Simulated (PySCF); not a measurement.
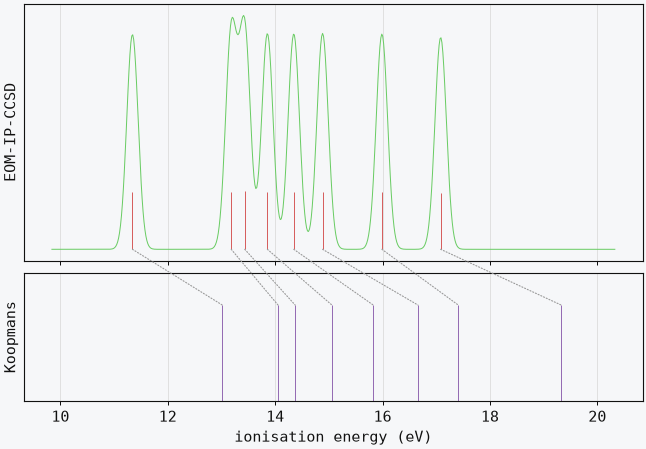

Valence photoelectron lines of C₃H₅FO (propanoyl fluoride), SMILES CCC(=O)F: vertical EOM-IP-CCSD/aug-cc-pVDZ (frozen core, PySCF 2.14.0, at a PBE0-D3(BJ)/def2-SVP geometry (no frequency check); 8 lines, one for each of the 8 highest orbitals, so a line of a deeper orbital can be missing among them) above, Hartree-Fock orbital energies with the sign turned below, non-relativistic; dotted lines join each line to its leading orbital. Stick heights are one-hole weights (summed over degenerate lines), not cross-sections; Gaussian width 0.25 eV.

**Do correlation and relaxation change the order of the lines?**

Not among these holes, which come in the order of the orbitals, HOMO, HOMO−1, HOMO−2, HOMO−3, HOMO−4, HOMO−5, HOMO−6, HOMO−7.

**What is the first vertical ionisation energy, and how far is Koopmans' value off?**

11.34 eV from the HOMO; Koopmans gives 13.01 eV, 1.67 eV too high.

Note: small basis, so the lines can lie some tenths of an eV too low; one conformer of a flexible molecule.
